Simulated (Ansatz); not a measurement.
## C₃H₄ClF: nudged elastic band (part 1 of 2)

C₃H₄ClF, computed with UKS PBE/def2-SVP (Ansatz 0.2.0).

The run did not end well. One setting was made poor on purpose. It belongs to a series of runs on one base structure; here: band between the two ends.

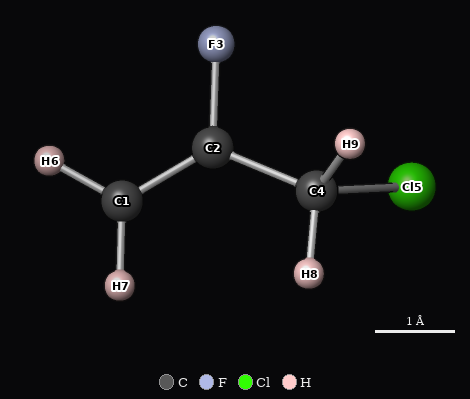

Fig. 1: The structure as given in the input (ball-and-stick view, seen at a tilt; atoms are numbered from 1 in the order of the input). Bond lengths as drawn: C–C 1.34 to 1.49 Å, C–Cl 1.81 Å, C–F 1.35 Å and C–H 1.10 to 1.11 Å.

### Input
```yaml
crystal:
  periodic: [false, false, false]
  atoms:
    - { symbol: C, position_ang: [-0.458651, 0.759437, 1.150701] }
    - { symbol: C, position_ang: [0.391264, 0.235929, 0.253036] }
    - { symbol: F, position_ang: [1.694553, 0.579959, 0.258735] }
    - { symbol: C, position_ang: [0.059817, -0.761874, -0.805296] }
    - { symbol: Cl, position_ang: [0.265352, -0.07428, -2.471444] }
    - { symbol: H, position_ang: [-0.098987, 1.467371, 1.910098] }
    - { symbol: H, position_ang: [-1.521224, 0.485278, 1.13568] }
    - { symbol: H, position_ang: [-0.985796, -1.105092, -0.706784] }
    - { symbol: H, position_ang: [0.741971, -1.632928, -0.741825] }
magnetization:
  spin_polarized: true
basis:
  gaussian: { orbitals: def2-SVP }
hamiltonian:
  xc: pbe
neb:
  order_check: false
  images: 5
  f_tol: 0.03
  max_iterations: 60
  spring: 0.1
  final_atoms:
    - { symbol: C, position_ang: [-0.68639142, 0.41240284, 0.83608243] }
    - { symbol: C, position_ang: [0.4873671, -0.19037023, 0.14953974] }
    - { symbol: F, position_ang: [1.50251695, -0.51222909, 0.98615292] }
    - { symbol: C, position_ang: [0.66694323, -0.45081309, -1.1621581] }
    - { symbol: Cl, position_ang: [-0.52218525, -0.10620818, -2.37637399] }
    - { symbol: H, position_ang: [-0.38753293, 1.33949957, 1.36886659] }
    - { symbol: H, position_ang: [-1.48302639, 0.65332697, 0.10988276] }
    - { symbol: H, position_ang: [-1.08861074, -0.28740196, 1.59840966] }
    - { symbol: H, position_ang: [1.59921846, -0.90440681, -1.527501] }
  initial_path:
    images:
      - { positions_ang: [[-0.458651, 0.759437, 1.150701], [0.391264, 0.235929, 0.253036], [1.694553, 0.579959, 0.258735], [0.059817, -0.761874, -0.805296], [0.265352, -0.07428, -2.471444], [-0.098987, 1.467371, 1.910098], [-1.521224, 0.485278, 1.13568], [-0.985796, -1.105092, -0.706784], [0.741971, -1.632928, -0.741825]] }
      - { positions_ang: [[-0.47280205, 0.70738707, 1.10292193], [0.37509655, 0.19935896, 0.21709866], [1.66747021, 0.5402922, 0.27989699], [0.06928666, -0.77676308, -0.85793623], [0.25322269, -0.05753704, -2.49872783], [-0.13998684, 1.42375505, 1.86740522], [-1.54108201, 0.46769268, 1.06518691], [-0.84421609, -0.90524574, -0.4028552], [0.72130988, -1.6451401, -0.79008945]] }
      - { positions_ang: [[-0.48695311, 0.65533714, 1.05514286], [0.35892909, 0.16278892, 0.18116132], [1.64038743, 0.5006254, 0.30105898], [0.07875633, -0.79165217, -0.91057646], [0.24109338, -0.04079408, -2.52601166], [-0.18098668, 1.3801391, 1.82471243], [-1.56094003, 0.45010737, 0.99469381], [-0.70263618, -0.70539948, -0.09892639], [0.70064876, -1.65735221, -0.83835389]] }
      - { positions_ang: [[-0.50110416, 0.60328722, 1.00736379], [0.34276164, 0.12621888, 0.14522398], [1.61330464, 0.46095861, 0.32222098], [0.08822599, -0.80654125, -0.96321669], [0.22896407, -0.02405112, -2.55329549], [-0.22198652, 1.33652315, 1.78201965], [-1.58079804, 0.43252205, 0.92420072], [-0.56105627, -0.50555322, 0.20500241], [0.67998765, -1.66956431, -0.88661834]] }
      - { positions_ang: [[-0.56286658, 0.53965909, 0.95027], [0.39096346, 0.02068918, 0.14666256], [1.57637541, 0.13656271, 0.54353162], [0.28113174, -0.6879652, -1.0295305], [-0.02141904, -0.05143681, -2.49432165], [-0.27716865, 1.33751529, 1.64430196], [-1.54820749, 0.50612369, 0.6527614], [-0.73690776, -0.43283613, 0.66947149], [0.98639792, -1.41451181, -1.10024589]] }
      - { positions_ang: [[-0.624629, 0.47603096, 0.89317622], [0.43916528, -0.08484053, 0.14810115], [1.53944618, -0.18783319, 0.76484227], [0.47403748, -0.56938914, -1.0958443], [-0.27180215, -0.0788225, -2.43534782], [-0.33235079, 1.33850743, 1.50658428], [-1.51561694, 0.57972533, 0.38132208], [-0.91275925, -0.36011905, 1.13394058], [1.29280819, -1.15945931, -1.31387345]] }
      - { positions_ang: [[-0.68639142, 0.41240284, 0.83608243], [0.4873671, -0.19037023, 0.14953974], [1.50251695, -0.51222909, 0.98615292], [0.66694323, -0.45081309, -1.1621581], [-0.52218525, -0.10620818, -2.37637399], [-0.38753293, 1.33949957, 1.36886659], [-1.48302639, 0.65332697, 0.10988276], [-1.08861074, -0.28740196, 1.59840966], [1.59921846, -0.90440681, -1.527501]] }
```

Hardware: 2 threads of Arm Neoverse N1, 16 GiB of memory available, shared host.

Launch command:
```bash
ansatz run input.yaml --threads 2 --pin off --max-ram 3072MiB --backend cpu --events-out ev --progress --plain --runs-dir out
```

### The program's output
```
Engine: ansatz 0.2.0, aarch64-unknown-linux-gnu
Functional definition: PBE
  parameter kappa = 0.804
  parameter beta = 0.06672455060314922
  exchange = pbe_x(kappa = kappa, mu = beta*pi^2/3)
  correlation = pbe_c(beta = beta)
1049 factors; their error is unknown
mean field evaluation 1: about -18387.1827 eV, gradient 3.8e1 eV
mean field evaluation 2: about -18376.3864 eV, gradient 5.5e1 eV
mean field evaluation 4: about -18394.6179 eV, gradient 5.6e0 eV
mean field evaluation 8: about -18394.7615 eV, gradient 1.7e-1 eV
mean field evaluation 16: about -18394.6993 eV, gradient 9.1e-5 eV
mean field -18394.69930573 eV, -675.9927311106 hartree, gradient 2.7e-5 eV, S^2 0.000000; 0 other end points of the search recorded, 0 dependent functions left out
the calculation of the forces begins
reference -18394.69933384 eV, -675.9927321436 hartree; 24, 24 occupied and 70, 70 virtual orbitals, 1049 factors
1049 factors; their error is unknown
mean field evaluation 32: about -18394.8580 eV, gradient 2.3e-3 eV
mean field -18394.85799311 eV, -675.9985627642 hartree, gradient 1.1e-5 eV, S^2 0.000000; 0 other end points of the search recorded, 0 dependent functions left out
[... from here on the field's lines of each further geometry are left out, up to the last ...]
NEB iter   1: max|band force component| = 1.001e1 eV/Å  barrier→ = 5.7776 eV  barrier← = 5.9363 eV  Δτ_max = 0.1999 Å  (225 SCF iters)
NEB iter   2: max|band force component| = 4.264e0 eV/Å  barrier→ = 3.6965 eV  barrier← = 3.8552 eV  Δτ_max = 0.2000 Å  (187 SCF iters)
NEB iter   3: max|band force component| = 2.602e0 eV/Å  barrier→ = 2.8256 eV  barrier← = 2.9843 eV  Δτ_max = 0.1976 Å  (179 SCF iters)
NEB iter   4: max|band force component| = 1.241e0 eV/Å  barrier→ = 2.3493 eV  barrier← = 2.5080 eV  Δτ_max = 0.1984 Å  (173 SCF iters)
NEB iter   5: max|band force component| = 1.152e0 eV/Å  barrier→ = 1.9097 eV  barrier← = 2.0684 eV  Δτ_max = 0.1992 Å  (165 SCF iters)
NEB iter   6: max|band force component| = 6.215e-1 eV/Å  barrier→ = 1.8702 eV  barrier← = 2.0289 eV  Δτ_max = 0.2000 Å  (164 SCF iters)
NEB iter   7: max|band force component| = 1.451e0 eV/Å  barrier→ = 1.5588 eV  barrier← = 1.7175 eV  Δτ_max = 0.0992 Å  (176 SCF iters)
NEB iter   8: max|band force component| = 5.595e-1 eV/Å  barrier→ = 1.6033 eV  barrier← = 1.7620 eV  Δτ_max = 0.1106 Å  (161 SCF iters)
NEB iter   9: max|band force component| = 2.040e0 eV/Å  barrier→ = 1.8232 eV  barrier← = 1.9819 eV  CI = image 3  Δτ_max = 0.2000 Å  (166 SCF iters)
NEB iter  10: max|band force component| = 2.507e0 eV/Å  barrier→ = 1.5982 eV  barrier← = 1.7569 eV  CI = image 3  Δτ_max = 0.1985 Å  (170 SCF iters)
NEB iter  11: max|band force component| = 2.944e0 eV/Å  barrier→ = 1.5194 eV  barrier← = 1.6781 eV  CI = image 3  Δτ_max = 0.1971 Å  (173 SCF iters)
NEB iter  12: max|band force component| = 3.373e0 eV/Å  barrier→ = 1.7950 eV  barrier← = 1.9537 eV  CI = image 3  Δτ_max = 0.1963 Å  (173 SCF iters)
NEB iter  13: max|band force component| = 4.024e0 eV/Å  barrier→ = 2.6853 eV  barrier← = 2.8440 eV  CI = image 3  Δτ_max = 0.2000 Å  (164 SCF iters)
NEB iter  14: max|band force component| = 3.439e0 eV/Å  barrier→ = 3.1177 eV  barrier← = 3.2764 eV  CI = image 3  Δτ_max = 0.2000 Å  (170 SCF iters)
NEB iter  15: max|band force component| = 2.920e0 eV/Å  barrier→ = 3.7095 eV  barrier← = 3.8682 eV  CI = image 3  Δτ_max = 0.1987 Å  (175 SCF iters)
NEB iter  16: max|band force component| = 2.296e0 eV/Å  barrier→ = 3.3595 eV  barrier← = 3.5182 eV  CI = image 3  Δτ_max = 0.1980 Å  (168 SCF iters)
NEB iter  17: max|band force component| = 8.727e-1 eV/Å  barrier→ = 2.9295 eV  barrier← = 3.0882 eV  CI = image 3  Δτ_max = 0.2000 Å  (169 SCF iters)
NEB iter  18: max|band force component| = 4.630e-1 eV/Å  barrier→ = 2.7906 eV  barrier← = 2.9492 eV  CI = image 3  Δτ_max = 0.1334 Å  (181 SCF iters)
NEB iter  19: max|band force component| = 3.361e-1 eV/Å  barrier→ = 2.7640 eV  barrier← = 2.9227 eV  CI = image 3  Δτ_max = 0.1346 Å  (179 SCF iters)
NEB iter  20: max|band force component| = 2.353e-1 eV/Å  barrier→ = 2.7572 eV  barrier← = 2.9159 eV  CI = image 3  Δτ_max = 0.1990 Å  (171 SCF iters)
NEB iter  21: max|band force component| = 3.832e-1 eV/Å  barrier→ = 2.7552 eV  barrier← = 2.9139 eV  CI = image 3  Δτ_max = 0.0996 Å  (177 SCF iters)
NEB iter  22: max|band force component| = 3.586e-1 eV/Å  barrier→ = 2.7537 eV  barrier← = 2.9124 eV  CI = image 3  Δτ_max = 0.0996 Å  (162 SCF iters)
NEB iter  23: max|band force component| = 2.047e-1 eV/Å  barrier→ = 2.7537 eV  barrier← = 2.9124 eV  CI = image 3  Δτ_max = 0.1842 Å  (155 SCF iters)
NEB iter  24: max|band force component| = 1.655e-1 eV/Å  barrier→ = 2.7537 eV  barrier← = 2.9123 eV  CI = image 3  Δτ_max = 0.0731 Å  (148 SCF iters)
NEB iter  25: max|band force component| = 2.051e-1 eV/Å  barrier→ = 2.7536 eV  barrier← = 2.9123 eV  CI = image 3  Δτ_max = 0.0287 Å  (145 SCF iters)
NEB iter  26: max|band force component| = 7.922e-2 eV/Å  barrier→ = 2.7536 eV  barrier← = 2.9123 eV  CI = image 3  Δτ_max = 0.0177 Å  (139 SCF iters)
NEB iter  27: max|band force component| = 8.256e-2 eV/Å  barrier→ = 2.7536 eV  barrier← = 2.9123 eV  CI = image 3  Δτ_max = 0.0049 Å  (138 SCF iters)
NEB iter  28: max|band force component| = 8.068e-2 eV/Å  barrier→ = 2.7536 eV  barrier← = 2.9123 eV  CI = image 3  Δτ_max = 0.0366 Å  (121 SCF iters)
NEB iter  29: max|band force component| = 6.467e-2 eV/Å  barrier→ = 2.7536 eV  barrier← = 2.9123 eV  CI = image 3  Δτ_max = 0.0097 Å  (133 SCF iters)
NEB iter  30: max|band force component| = 8.410e-2 eV/Å  barrier→ = 2.7536 eV  barrier← = 2.9123 eV  CI = image 3  Δτ_max = 0.0732 Å  (125 SCF iters)
NEB iter  31: max|band force component| = 7.663e-2 eV/Å  barrier→ = 2.7536 eV  barrier← = 2.9123 eV  CI = image 3  Δτ_max = 0.0398 Å  (130 SCF iters)
NEB iter  32: max|band force component| = 9.004e-2 eV/Å  barrier→ = 2.7536 eV  barrier← = 2.9123 eV  CI = image 3  Δτ_max = 0.0345 Å  (132 SCF iters)
NEB iter  33: max|band force component| = 7.966e-2 eV/Å  barrier→ = 2.7536 eV  barrier← = 2.9123 eV  CI = image 3  Δτ_max = 0.0116 Å  (132 SCF iters)
NEB iter  34: max|band force component| = 8.084e-2 eV/Å  barrier→ = 2.7536 eV  barrier← = 2.9123 eV  CI = image 3  Δτ_max = 0.1461 Å  (124 SCF iters)
NEB iter  35: max|band force component| = 1.325e-1 eV/Å  barrier→ = 2.7536 eV  barrier← = 2.9123 eV  CI = image 3  Δτ_max = 0.0686 Å  (127 SCF iters)
NEB iter  36: max|band force component| = 9.137e-2 eV/Å  barrier→ = 2.7536 eV  barrier← = 2.9123 eV  CI = image 3  Δτ_max = 0.0733 Å  (130 SCF iters)
NEB iter  37: max|band force component| = 1.073e-1 eV/Å  barrier→ = 2.7536 eV  barrier← = 2.9123 eV  CI = image 3  Δτ_max = 0.0307 Å  (130 SCF iters)
NEB iter  38: max|band force component| = 8.007e-2 eV/Å  barrier→ = 2.7536 eV  barrier← = 2.9123 eV  CI = image 3  Δτ_max = 0.0156 Å  (130 SCF iters)
NEB iter  39: max|band force component| = 8.055e-2 eV/Å  barrier→ = 2.7536 eV  barrier← = 2.9123 eV  CI = image 3  Δτ_max = 0.0034 Å  (130 SCF iters)
NEB iter  40: max|band force component| = 8.281e-2 eV/Å  barrier→ = 2.7536 eV  barrier← = 2.9123 eV  CI = image 3  Δτ_max = 0.1461 Å  (115 SCF iters)
NEB iter  41: max|band force component| = 9.033e-2 eV/Å  barrier→ = 2.7536 eV  barrier← = 2.9123 eV  CI = image 3  Δτ_max = 0.0605 Å  (123 SCF iters)
NEB iter  42: max|band force component| = 9.678e-2 eV/Å  barrier→ = 2.7536 eV  barrier← = 2.9123 eV  CI = image 3  Δτ_max = 0.0398 Å  (126 SCF iters)
NEB iter  43: max|band force component| = 8.253e-2 eV/Å  barrier→ = 2.7536 eV  barrier← = 2.9123 eV  CI = image 3  Δτ_max = 0.0367 Å  (130 SCF iters)
NEB iter  44: max|band force component| = 8.023e-2 eV/Å  barrier→ = 2.7536 eV  barrier← = 2.9123 eV  CI = image 3  Δτ_max = 0.0145 Å  (127 SCF iters)
NEB iter  45: max|band force component| = 8.159e-2 eV/Å  barrier→ = 2.7536 eV  barrier← = 2.9123 eV  CI = image 3  Δτ_max = 0.0043 Å  (129 SCF iters)
NEB iter  46: max|band force component| = 8.326e-2 eV/Å  barrier→ = 2.7536 eV  barrier← = 2.9123 eV  CI = image 3  Δτ_max = 0.1461 Å  (111 SCF iters)
NEB iter  47: max|band force component| = 8.854e-2 eV/Å  barrier→ = 2.7536 eV  barrier← = 2.9123 eV  CI = image 3  Δτ_max = 0.0609 Å  (121 SCF iters)
NEB iter  48: max|band force component| = 9.473e-2 eV/Å  barrier→ = 2.7536 eV  barrier← = 2.9123 eV  CI = image 3  Δτ_max = 0.0878 Å  (124 SCF iters)
NEB iter  49: max|band force component| = 9.945e-2 eV/Å  barrier→ = 2.7536 eV  barrier← = 2.9123 eV  CI = image 3  Δτ_max = 0.0243 Å  (126 SCF iters)
NEB iter  50: max|band force component| = 7.960e-2 eV/Å  barrier→ = 2.7536 eV  barrier← = 2.9123 eV  CI = image 3  Δτ_max = 0.0033 Å  (126 SCF iters)
NEB iter  51: max|band force component| = 8.197e-2 eV/Å  barrier→ = 2.7536 eV  barrier← = 2.9123 eV  CI = image 3  Δτ_max = 0.1461 Å  (104 SCF iters)
NEB iter  52: max|band force component| = 8.666e-2 eV/Å  barrier→ = 2.7536 eV  barrier← = 2.9123 eV  CI = image 3  Δτ_max = 0.0459 Å  (122 SCF iters)
NEB iter  53: max|band force component| = 9.382e-2 eV/Å  barrier→ = 2.7536 eV  barrier← = 2.9123 eV  CI = image 3  Δτ_max = 0.1459 Å  (128 SCF iters)
NEB iter  54: max|band force component| = 9.176e-2 eV/Å  barrier→ = 2.7536 eV  barrier← = 2.9123 eV  CI = image 3  Δτ_max = 0.0431 Å  (123 SCF iters)
NEB iter  55: max|band force component| = 1.071e-1 eV/Å  barrier→ = 2.7536 eV  barrier← = 2.9123 eV  CI = image 3  Δτ_max = 0.0636 Å  (128 SCF iters)
NEB iter  56: max|band force component| = 9.571e-2 eV/Å  barrier→ = 2.7536 eV  barrier← = 2.9123 eV  CI = image 3  Δτ_max = 0.0643 Å  (125 SCF iters)
NEB iter  57: max|band force component| = 7.576e-2 eV/Å  barrier→ = 2.7536 eV  barrier← = 2.9123 eV  CI = image 3  Δτ_max = 0.0439 Å  (123 SCF iters)
NEB iter  58: max|band force component| = 8.149e-2 eV/Å  barrier→ = 2.7536 eV  barrier← = 2.9123 eV  CI = image 3  Δτ_max = 0.0337 Å  (123 SCF iters)
NEB iter  59: max|band force component| = 8.838e-2 eV/Å  barrier→ = 2.7536 eV  barrier← = 2.9123 eV  CI = image 3  Δτ_max = 0.0185 Å  (121 SCF iters)
the calculation of the forces begins
reference -18393.55026744 eV, -675.9505047324 hartree; 24, 24 occupied and 70, 70 virtual orbitals, 1049 factors
these checks for a lower state are left out or cut short: starts, cluster_reference, orbital_swaps, neighbouring_geometries, increment
1049 factors; their error is unknown
mean field -18394.84498388 eV, -675.9980846840 hartree, gradient 1.9e-5 eV, S^2 0.000000; 0 other end points of the search recorded, 0 dependent functions left out
the calculation of the forces begins
reference -18394.84501127 eV, -675.9980856905 hartree; 24, 24 occupied and 70, 70 virtual orbitals, 1049 factors
NEB iter  60: max|band force component| = 8.511e-2 eV/Å  barrier→ = 2.7536 eV  barrier← = 2.9123 eV  CI = image 3  Δτ_max = 0.1461 Å  (127 SCF iters)
```
